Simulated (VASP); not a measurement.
Band structure of ZrO2 (relaxed from the tetragonal-ZrO2 structure, space group P4_2/nmc). Level of theory: PBE GGA, VASP's PBE PAW potentials (set 64) (plane waves; VASP).

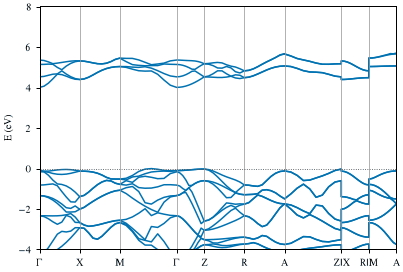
Figure: Bands along high-symmetry lines, zero at the valence-band maximum or, without a gap, the Fermi level

### Question
Read the plot: is there a gap, and where are the band edges?

### Answer
The gap is indirect, 4.01 eV, from the valence maximum at M-Γ at 0.56 to the conduction minimum at Γ. (Edges off the drawn lines would not show.)

The structure was generated: ZrO2 was put into the tetragonal-ZrO2 type (P4_2/nmc), which need not be its known phase. It was relaxed first.
